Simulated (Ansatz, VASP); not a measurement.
## In: VASP beside Ansatz

Wanted: the spread between two codes on one cell, functional and k mesh. The cell comes out of the VASP series on this material, whose earlier steps may have relaxed, scaled or displaced it; both programs get it as it stands.

Method: plane waves, with VASP 6.6.1 beside it; electric field gradients at PBEsol, in Ansatz 0.2.0.

## Step 1: Set-up

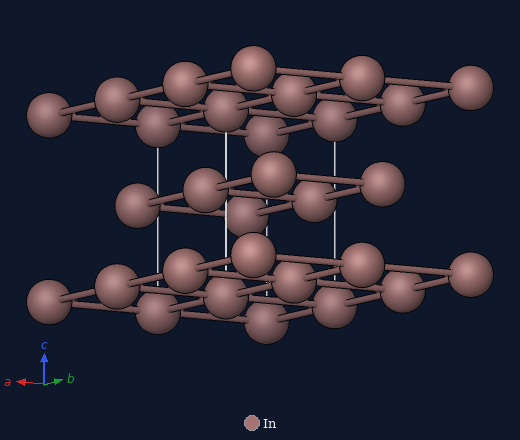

The starting structure, seen from a free direction (indium brown). 2×3×1 cells are drawn. This picture shows the conventional cell, with its axes. Some periodic images of atoms are drawn too.

As a file:

```xyz
1
Lattice="-1.6300 1.6300 2.3988 1.6300 -1.6300 2.3988 1.6300 1.6300 -2.3988" Properties=species:S:1:pos:R:3 pbc="T T T"
In    0.0000    0.0000    0.0000
```

## Step 2: VASP: electric field gradients, PBEsol

Field gradients test the density near the nuclei, where the PAW reconstruction matters most.

Lines of VASP's logs that name or quote its potential files are left out, and so is its time.

INCAR

```
SYSTEM = In
PREC = Accurate
ENCUT = 400
EDIFF = 1E-07
NELM = 100
ISMEAR = 1
SIGMA = 0.2
LREAL = .FALSE.
ALGO = Normal
GGA = PS
NBANDS = 12
LORBIT = 11
LWAVE = .FALSE.
LCHARG = .FALSE.
KPAR = 2
LEFG = .TRUE.
LASPH = .TRUE.
```

POSCAR

```
In
1.0
   -1.6299713492      1.6299713492      2.3988023997
    1.6299713492     -1.6299713492      2.3988023997
    1.6299713492      1.6299713492     -2.3988023997
In
1
Direct
    0.0000000000      0.0000000000      0.0000000000
```

KPOINTS

```
Automatic mesh
0
Gamma
11 11 11
0 0 0
```

Potentials, in the order of the species: In_d (PBE family, release 64).

Run with:

```console
mpirun -np 2 vasp_std
```

Numbers of over 12 decimals in the logs are rounded to 6 here.

Output:

```text
[banner, memory and clock lines left out]
running    2 mpi-ranks, on    1 nodes
 distrk:  each k-point on    1 cores,    2 groups
 distr:  one band on    1 cores,    1 groups

 POSCAR found type information on POSCAR In
 POSCAR found :  1 types and       1 ions
|                                                                             |
|               ----> ADVICE to this user running VASP <----                  |
|                                                                             |
|     You enforced a specific xc type in the INCAR file but a different       |
|     [... a line on the potential file left out ...]
|     I HOPE YOU KNOW WHAT YOU ARE DOING!                                     |
|                                                                             |

 LDA part: xc-table for (Slater+PW92), standard interpolation
 POSCAR, INCAR and KPOINTS ok, starting setup
 FFT: planning ... GRIDC
 FFT: planning ... GRID_SOFT
 FFT: planning ... GRID
 WAVECAR not read
 entering main loop
       N       E                     dE             d eps       ncg     rms          rms(c)
DAV:   1     0.716805922517E+02    0.71681E+02   -0.53757E+03  3088   0.116E+03
DAV:   2     0.246061901914E+00   -0.71435E+02   -0.69504E+02  3216   0.263E+02
DAV:   3    -0.295457790765E+01   -0.32006E+01   -0.31925E+01  3560   0.595E+01
DAV:   4    -0.302606740237E+01   -0.71489E-01   -0.71471E-01  3912   0.855E+00
DAV:   5    -0.302909684860E+01   -0.30294E-02   -0.30294E-02  4128   0.155E+00    0.241E+00
DAV:   6    -0.299154709535E+01    0.37550E-01   -0.60003E-02  3840   0.511E+00    0.114E+00
DAV:   7    -0.298446902997E+01    0.70781E-02   -0.15707E-02  4060   0.240E+00    0.292E-01
DAV:   8    -0.298379170783E+01    0.67732E-03   -0.86698E-04  3880   0.504E-01    0.259E-02
DAV:   9    -0.298379394156E+01   -0.22337E-05   -0.10896E-05  4512   0.389E-02    0.156E-02
DAV:  10    -0.298379459524E+01   -0.65368E-06   -0.89171E-07  3852   0.115E-02    0.669E-04
DAV:  11    -0.298379461116E+01   -0.15924E-07   -0.19241E-08  2452   0.238E-03
ion   1
     0.0000000    -0.0000000    -0.0000000     0.1278655    -0.0000000    -0.0000000
     0.0000565    -0.0000000    -0.0000000     0.1278655    -0.0000000    -0.0000000
     0.0000778    -0.0000000    -0.0000000     0.1278655    -0.0000000    -0.0000000
     0.0001071    -0.0000000    -0.0000000     0.1278655    -0.0000000    -0.0000000
     0.0001475    -0.0000000    -0.0000000     0.1278655    -0.0000000    -0.0000000

     0.0000000    -0.0000000     0.0000000   -10.4805827     0.0000000     0.0000000
     0.0000565    -0.0000000     0.0000000   -10.4784441     0.0000000     0.0000000
     0.0000778    -0.0000000     0.0000000   -10.4772875     0.0000000     0.0000000
     0.0001071    -0.0000000     0.0000000   -10.4754359     0.0000000     0.0000000
     0.0001475    -0.0000000     0.0000000   -10.4724837     0.0000000     0.0000000

   1 F= -.29837946E+01 E0= -.29835883E+01  d E =-.619009E-03
```

Parts of OUTCAR (step 2):

```text
ion  position               nearest neighbor table
   1  0.000  0.000  0.000-

  LATTYP: Found a body centered tetragonal cell.
 ALAT       =     3.2599426984
 C/A-ratio  =     1.4716837820

 Subroutine GETGRP returns: Found 16 space group operations
 (whereof 16 operations were pure point group operations)

The static configuration has the point symmetry D_4h.

 Found    126 irreducible k-points:

   k-points           NKPTS =    126   k-points in BZ     NKDIM =    126   number of bands    NBANDS=     12

   dimension x,y,z NGX =    24 NGY =   24 NGZ =   24
   dimension x,y,z NGXF=    48 NGYF=   48 NGZF=   48

   ENCUT  =  400.0 eV  29.40 Ry    5.42 a.u.   5.43  5.43  5.43*2*pi/ulx,y,z

   NELECT =      13.0000    total number of electrons

 k-points in reciprocal lattice and weights: Automatic mesh
   0.00000000  0.00000000  0.00000000       0.001
   0.09090909  0.00000000  0.00000000       0.006
   0.18181818  0.00000000  0.00000000       0.006
   0.27272727 -0.00000000  0.00000000       0.006
   0.36363636 -0.00000000  0.00000000       0.006
   0.45454545  0.00000000  0.00000000       0.006
   0.09090909  0.09090909  0.00000000       0.006
   0.18181818  0.09090909  0.00000000       0.012
   0.27272727  0.09090909  0.00000000       0.012
[...]
-0.45454545  0.45454545  0.45454545       0.003
  -0.45454545 -0.45454545  0.45454545       0.002

 average (electrostatic) potential at core
       1 -93.3917

 E-fermi :   7.6630

 k-point     1 :       0.0000    0.0000    0.0000
  band No.  band energies     occupation
    ...
      2      -6.9005      2.00000
      3      -6.9005      2.00000
      4      -6.7651      2.00000
      5      -6.7044      2.00000
      6      -2.0942      2.00000
      7      18.4103      0.00000
      8      18.4103      0.00000
      9      18.5143      0.00000
     10      19.2498      0.00000
     11      21.8434      0.00000
    ...

 k-point     2 :       0.0909    0.0000    0.0000
  band No.  band energies     occupation
    ...
      2      -6.8987      2.00000
      3      -6.8862      2.00000
      4      -6.7642      2.00000
      5      -6.7080      2.00000
      6      -1.9093      2.00000
      7      16.3401      0.00000
      8      18.0978      0.00000
      9      18.1455      0.00000
     10      19.0908      0.00000
     11      22.4137      0.00000
    ...

 k-point     3 :       0.1818    0.0000    0.0000
  band No.  band energies     occupation
    ...
      2      -6.8934      2.00000
      3      -6.8584      2.00000
      4      -6.7443      2.00000
      5      -6.7068      2.00000
      6      -1.3474      2.00000
      7      13.1557      0.00000
      8      17.3581      0.00000
      9      17.6317      0.00000
     10      19.0211      0.00000
     11      21.8425      0.00000
    ...

  Total        0.0007163      0.0007163     -0.0009625      0.0000000     -0.0000000      0.0000000
  in kB        0.0450154      0.0450154     -0.0604904      0.0000000     -0.0000000      0.0000000
  external PRESSURE =       0.0098468 kB  Pullay stress =       0.0000000 kB

  energy-cutoff  :      400.00
  volume of cell :       25.49
      direct lattice vectors                 reciprocal lattice vectors
    -1.629971349  1.629971349  2.398802400     0.000000000  0.306753858  0.208437344
     1.629971349 -1.629971349  2.398802400     0.306753858  0.000000000  0.208437344
     1.629971349  1.629971349 -2.398802400     0.306753858  0.306753858  0.000000000

 POSITION                                       TOTAL-FORCE (eV/Angst)
 -----------------------------------------------------------------------------------
      0.00000      0.00000      0.00000         0.000000     -0.000000      0.000000
 -----------------------------------------------------------------------------------
    total drift:                               -0.000000      0.000000      0.000000

  FREE ENERGIE OF THE ION-ELECTRON SYSTEM (eV)
  ---------------------------------------------------
  free  energy   TOTEN  =        -2.9837946112 eV

  energy  without entropy=       -2.9831756018  energy(sigma->0) =       -2.98358827

 Electric field gradients after diagonalization (V/A^2)
 (convention: |V_zz| > |V_xx| > |V_yy|)
----------------------------------------------------------------------
 ion       V_xx      V_yy      V_zz     asymmetry (V_yy - V_xx)/ V_zz
----------------------------------------------------------------------
   1      -6.564    -6.559    13.124       0.000
----------------------------------------------------------------------

 total charge
# of ion       s       p       d       tot
------------------------------------------
    1        0.992   0.507   9.852  11.351

[... 3 further parts left out ...]
```

The run ends at a pressure of 0.00 GPa.

## Step 3: Ansatz: electric field gradients, PBEsol

Ansatz runs on its default PAW (the set named soft_2) files.

The same cell, functional, mesh and smearing now go to Ansatz, which takes its cutoff from its data sets.

input.yaml

```yaml
crystal:
  lattice:
    - [-1.6299713492, 1.6299713492, 2.3988023997]
    - [1.6299713492, -1.6299713492, 2.3988023997]
    - [1.6299713492, 1.6299713492, -2.3988023997]
  atoms:
    - { symbol: In, position: [0.0, 0.0, 0.0] }
hamiltonian:
  xc: pbesol
  pseudopotentials: { kind: paw }
kpoints:
  mp_grid: { grid: [11, 11, 11] }
scf:
  occupations: { method: methfessel_paxton, width: 0.2 }
  n_extra_bands: 4
output:
  forces: true
  stress: true
  eigenvalues: true
  efg: {}
```

Run with:

```console
ansatz run input.yaml --threads 2 --pin off --max-ram 4608MiB --backend cpu --events-out ev --progress --plain --runs-dir out
```

Output:

```text
scf.n_extra_bands = 4 over 7 filled bands (N_el = 13.0): the run solves 11 bands
In: output.efg is read without spin–orbit coupling, which moves field gradients at and beside such atoms by some per cent and up to a factor of two; PAW files take it under magnetization.noncollinear and magnetization.spin_orbit
Engine: ansatz 0.2.0, aarch64-unknown-linux-gnu
Pseudopotentials: kind: paw
Pseudopotential: In, paw, valence charge 13, recommended cutoff 420 eV (normal), In.paw.azcp
Functional definition: PBEsol
  exchange = pbesol_x
  correlation = pbesol_c
Crystal: 1 atoms, lattice volume = 25.493 Å³
Basis set: ecut = 420 eV, 533 PW (Γ), exchange–correlation on 48×48×48 points (8 copies of the dense FFT grid, shifted against one another)
Bands: 11, of which v1, the nominal top of the filled ones, is band 7 counted from 1 (6 counted from 0)
Symmetry: 16 space group operations
Space group: I4/mmm (ITA 139), of the structure as read, at distance tolerance 2.9e-5 Å
k-points: 126 of 1331
Non-local potential: In, projectors of the file, l = 0: 2, l = 1: 2, l = 2: 2, l = 3: 2
PAW form: soft (Blöchl's): semilocal exchange-correlation on the pseudo side does not see the compensation charge
PAW frozen core: In, regenerated for the run's functional, and the local potential with it (the file was generated under x = pbe(κ = 0.804, μ = 0.219515), c = pbe(β = 0.066725))
PAW one-centre angular grid: In, 590 points (default); XC on 64 Gauss nodes
Initial density: superposition of atomic densities (neutral atoms: chi_scale 0, normalization atom), corrected by the library's trained network
Initial wavefunctions: pseudopotential atomic-orbital guess
Functional: x = pbesol(κ = 0.804, μ = 0.123457), c = pbesol(β = 0.046)
SCF iter   1: F=—  HF=-5525.409524 eV  |F-HF|=—  |Δ(HF+E_count)|=         —  Δρ=3.20e-3  dr2=2.57e-3  ethr=1.77e-3  ⟨swp⟩=5.0  Hψ=7536  notcnv=0
preconditioner: auto → none  [metal: Δε(μ)=0.030 eV  Ē_g=19.734 eV  σ=0.200 eV  W_gap=0.12  n_scr=8 (ndim 8)  ℏωp=26.5 eV  f_vac=0.000  D(μ)=0.52/eV (n_scr^D=0)  sad-step TF]
SCF iter   2: F=—  HF=-5525.407693 eV  |F-HF|=—  |Δ(HF+E_count)|=   1.83e-3  S|Δr|=    0.00e0  Δρ=1.25e-3  dr2=5.18e-4  ethr=1.97e-5  ⟨swp⟩=2.3  Hψ=2869  notcnv=0
SCF iter   3: F=—  HF=-5525.407486 eV  |F-HF|=—  |Δ(HF+E_count)|=   2.08e-4  S|Δr|=    0.00e0  Δρ=3.48e-4  dr2=1.60e-5  ethr=3.98e-6  ⟨swp⟩=2.0  Hψ=2129  notcnv=0  defer=1
SCF iter   4: F=—  HF=-5525.407482 eV  |F-HF|=—  |Δ(HF+E_count)|=   4.00e-6  S|Δr|=    0.00e0  Δρ=6.32e-5  dr2=8.03e-7  ethr=1.23e-7  ⟨swp⟩=2.0  Hψ=1995  notcnv=0  defer=1
SCF iter   5: F=-5525.407481 eV  HF=-5525.407481 eV  |F-HF|=1.46e-9  |Δ(HF+E_count)|=   3.98e-7  S|Δr|=    0.00e0  Δρ=2.93e-6  dr2=2.66e-9  ethr=7.69e-10  ⟨swp⟩=6.9  Hψ=6934  notcnv=0
SCF 1 converged in 5 iterations: F = -5525.407481 eV  dr2 = 2.66e-9
  greatest PAW one-centre occupation: 0.981 electrons in one spin orbital (limit 2), on the In atom at site 0 (counted from 0), in its partial waves of l = 2
SCF converged after 5 iterations
Stability not checked: this state was not tested for a lower state beside it, because cold or Methfessel-Paxton smearing, or corrected tetrahedra, fill the levels in a way that the test cannot read (fill_not_monotonic; see scf.lower_state_search)
Free energy (F): -5525.407481 eV
Harris-Foulkes:  -5525.407481 eV  (|F-HF|=1.46e-9)
Internal energy: -5525.406860 eV  (E = F + TS)
E sigma→0 (E₀):  -5525.407326 eV
Entropy (-TS):   -0.000621 eV (-0.621 meV/atom)
Fermi energy:    10.467684 eV
--- Per-component energies (eV) ---
  E_band       = -20.428364
  E_kinetic    = 241.898368
  E_local      = -1059.978045  (includes V_loc(G=0)·N_el)
  E_nonlocal   = 367.392210
  E_hartree    = 414.761186
  E_xc         = -214.252439
  E_vxc        = -100.682251  (∫ρ·V_xc dr)
  E_paw        = -4081.393434  (= ΣΔE_a)
  E_vpaw       = -298.582282  (= ΣTr[D̂ρ^β])
  E_aug_tail   = 0.000025  (compensation charges beyond the density's cutoff)
  E_ewald      = -1194.070634
  E_core_change = 0.235902  (= ΣΔE_core)
  E_smearing   = -0.000621  (= −TS)
  E_closure    = -0.000000  (closes the sum)
  Σ components = -5525.407481   (vs F -5525.407481, Δ=0.00e0)
--- Forces (eV/Å), atoms counted from 1 ---
  atom   1  In    -0.00000000     0.00000000     0.00000000
  max |Σ_I F_I| component: 2.22e-31 eV/Å
--- Stress (GPa, compression-positive) ---
        0.060611       0.000000       0.000000
        0.000000       0.060611      -0.000000
        0.000000       0.000000       0.052499
  P = ⅓ Tr σ = 0.0579 GPa (0.579 kbar)
--- PAW observables at the nuclei: V_zz in 10²¹ V/m², potentials from the cell's mean, atoms counted from 1 ---
  atom   1  In V_zz =    +1.336124   η = 0.0000   by run symmetry: allowed
            electrostatic potential = -7940.581965 V   contact ρ = none
--- Band table (eV; the first three rows and the last of 126) ---
  k-point 0: bands = [... 3 lower, -3.9732, -3.9128, 0.7111, 21.2137, 21.2137, 21.3181, 22.0367, 24.6277]
  k-point 1: bands = [... 3 lower, -3.9697, -3.9234, 0.9640, 19.8549, 19.9595, 20.3856, 21.1423, 25.5153]
  k-point 2: bands = [... 3 lower, -4.0116, -3.9071, 1.7310, 17.8621, 17.9925, 18.7808, 19.9179, 21.7489]
  k-point 125: bands = [... 3 lower, -3.7618, -3.7450, 8.0058, 8.0353, 13.5972, 15.0618, 18.5198, 19.9649]
```

Wall time 2.6 s (2 threads of Arm Neoverse N1, shared host); peak memory 0.33 GiB; 4.3 s of CPU time.

The run ends at a pressure of 0.06 GPa.

## Step 4: Differences

Known differences besides the PAW data sets themselves: Ansatz adds the response of the frozen cores to the gradients, VASP leaves it out; the cutoff is 420 eV in Ansatz and 400 eV in VASP. Total energies have different zeros and are not compared.

Both answers:

| quantity | Ansatz | VASP | difference |
| --- | --- | --- | --- |
| pressure (GPa) | 0.06 | 0.00 | +0.06 |
| Vzz at In1 (V/Å²) | 13.4 | 13.1 | +0.2 |

Ansatz's pressure holds a Pulay correction of 0.04 GPa; VASP's holds none.

## Step 5: What came out

```
difference in Vzz at In1 (electric field gradients, PBEsol) : 0.24 V/Å²
```

The difference in Vzz at In1 is 0.24 V/Å² (electric field gradients, PBEsol). Differences of this kind measure data sets and numerical settings, not the functional's error against experiment.

[Lines on the potential files, build, host, timing and source positions are cut from VASP's logs without a mark.]

[Logs are printed without paths, hosts, clocks, repeated set-up lines and the standing remarks that a program may print on its own settings, such as how far it seeks lower states.]

[Hosts, paths, dates, database ids (printed as entryN), source tags and the programs' standing remarks are cut or masked in the printed files.]
